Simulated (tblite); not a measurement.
Frequency calculation of CH3Cl3F2Ga2

- system: CH3Cl3F2Ga2
- method: GFN2-xTB harmonic vibrations, gas phase (tblite 0.8.0)

It belongs to a series of runs on one base structure; here: H on Ga replaced by CH2Cl.

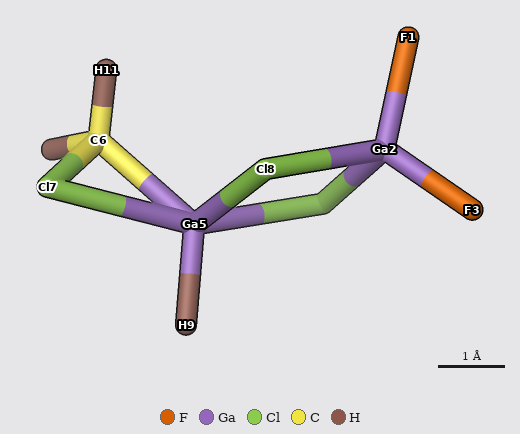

Figure 1. The input geometry (stick view, seen at a tilt; atoms are numbered from 1 in the order of the input). Sticks mark near contacts. Bond lengths as drawn: Cl–Ga 2.21 to 2.51 Å, C–Cl 1.83 Å, C–Ga 2.01 Å, C–H 1.09 Å, F–Ga 1.74 to 1.75 Å and Ga–H 1.53 Å.

## Summary

| quantity | value |
| --- | --- |
| outcome | converged |
| total energy | −801.8583 eV |
| zero-point energy | 24.0110 kcal/mol |
| hardware | 1 CPU thread, shared host |
| wall time | 0.96 s |
| peak memory | 0.18 GiB |

## Input
```
{"job": {"kind": "ir", "xc": "GFN2-xTB", "basis": "xTB"}, "charge": 0, "multiplicity": 1}
F      3.065483     0.704037     1.503875
Ga     2.300880    -0.573503     0.592840
F      3.324605    -1.971277     0.392761
Cl     1.364608     0.179148    -1.263576
Ga    -0.719663    -0.397325    -0.316669
C     -1.783764     1.217416     0.218279
Cl    -2.836432    -0.064328     0.983803
Cl     0.361741    -1.169793     1.527427
H     -1.208164    -1.577980    -1.165889
H     -2.427625     1.791561    -0.445439
H     -1.436244     1.864715     1.026467
```

The first line tells a small driver script what to run in tblite; the rest is the geometry in Å.

Command:
```bash
OMP_NUM_THREADS=1 python <driver script> task.json out
```

## Log
```
mode    cm-1     km/mol
  1      31.3      1.26
  2      51.0      0.06
  3      69.3      1.26
  4      77.2      0.77
  5      86.5      6.05
  6     101.3      9.34
  7     104.8     11.47
  8     125.1     12.48
  9     135.7     18.79
 10     171.9     12.47
 11     207.5     38.98
 12     247.5     62.65
 13     268.5     54.32
 14     284.8      3.73
 15     454.5     80.58
 16     465.0     74.47
 17     486.5     64.19
 18     509.8     95.99
 19     545.5     95.04
 20     588.1    171.26
 21     650.8      5.65
 22     997.4      3.34
 23    1069.4      0.96
 24    1384.0     10.01
 25    1771.3    147.84
 26    2933.8      2.23
 27    2977.4      0.35
```

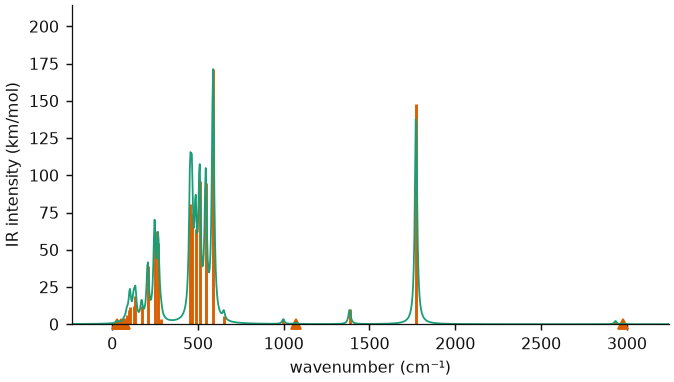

Figure 2. Harmonic infrared spectrum, unscaled: sticks (degenerate modes added up, dark ones marked on the axis) with a Lorentzian envelope of 16 cm⁻¹ full width, scaled to the tallest stick. 27 modes from 31 to 2977 cm⁻¹, none imaginary. The strongest line is at 588 cm⁻¹ (171 km/mol).
